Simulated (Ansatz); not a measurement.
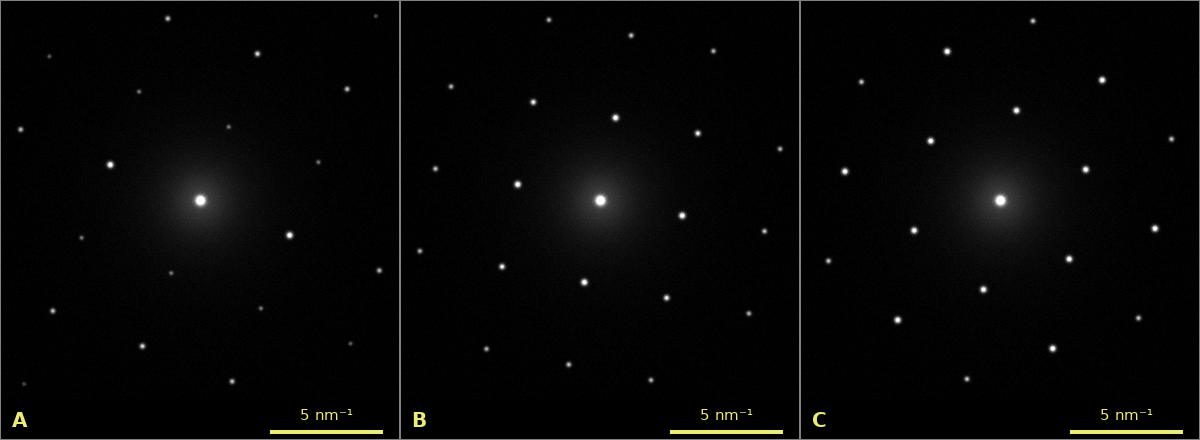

Kinematic electron diffraction patterns (200 kV, B = 0.5 Å², same scale, each along a low-index zone) of three structures of composition AlZn, each relaxed at zero pressure with DFT PBE, scalar-relativistic, plane waves, PAW (Ansatz).

The structures (standard cells):
1. Fm-3m (No. 225), a = 5.308 Å, 8 atoms; generated start, possibly hypothetical
2. P-6m2 (No. 187), a = 2.819 Å, c = 4.685 Å (hexagonal axes), 2 atoms; generated start, possibly hypothetical
3. P4/mmm (No. 123), a = 2.830 Å, c = 3.981 Å, 2 atoms; generated start, possibly hypothetical

Question: Which pattern belongs to which structure, and along which zone?

Answer: A is structure 3 along [101] or an equivalent direction: rectangular net of 0 1 0 at d = 2.83 Å and 1 0 -1 at d = 2.31 Å, 90.0° apart. B is structure 1 along [001] or an equivalent direction: square net of 2 0 0 at d = 2.65 Å and 0 2 0 at d = 2.65 Å, 90.0° apart. C is structure 2 along [001]: hexagonal net of 1 -1 0 at d = 2.44 Å and 1 0 0 at d = 2.44 Å, 60.0° apart.

Question: Rank the structures by their computed energy.

Answer: Structure 3 (P4/mmm, 15.94 Å³ an atom) is the lowest of these; structure 2 (P-6m2, 16.13 Å³ an atom) lies about 30 meV an atom higher; structure 1 (Fm-3m, 18.70 Å³ an atom) lies about 250 meV an atom higher. These are static energies at 0 K; other structures, not shown, may lie lower still.
